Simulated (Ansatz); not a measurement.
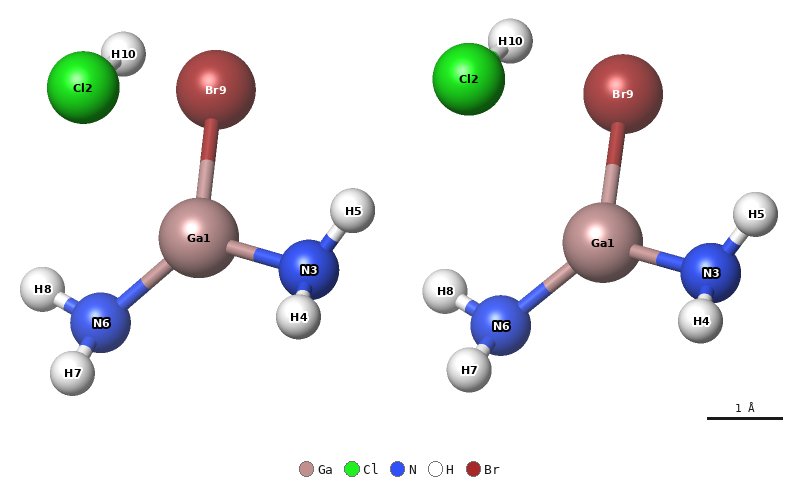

Two geometries of GaN2H5BrCl, drawn at one scale. One is the start of a relaxation, the other its converged end. The picture is a ball-and-stick view, seen at a tilt.

Level of theory: RKS PBE-D4/def2-SVP in Ansatz 0.2.0. Set-up: no spin polarisation; force threshold 0.03 eV/Å; at most 50 steps.

Which geometry has the lower energy?

The left one is the relaxed one. The run prepares an end point of a later path (reaction) calculation, from a guessed geometry. The largest move after the best rigid fit is that of H10, 0.27 Å. Largest moves by element: H 0.27 Å, Cl 0.24 Å, Br 0.17 Å, Ga 0.11 Å, N 0.06 Å. Among the contacts that change: Ga1–Cl2 3.437 → 3.103 Å, Ga1–Br9 2.401 → 2.361 Å, Cl2–H10 1.340 → 1.326 Å, Ga1–N3 1.826 → 1.830 Å. The energy falls by 1.73 kcal/mol in 6 accepted moves (8 points after the start). Largest force component: 0.83 eV/Å at the start, 0.0023 eV/Å at the end. The line search rejected the trial steps at points 2, 3 of the run. The forces were under the threshold at step 5, but the run went on from there. The run took 16 s on 4 threads of Intel(R) Xeon(R) Platinum 8259CL CPU @ 2.50GHz (Skylake/Cascade Lake), with other jobs on the host, peak memory 0.25 GiB.

Limits of the set-up: the start holds two separate molecules, 2.7 Å apart at their closest, whose relative position is a soft coordinate.
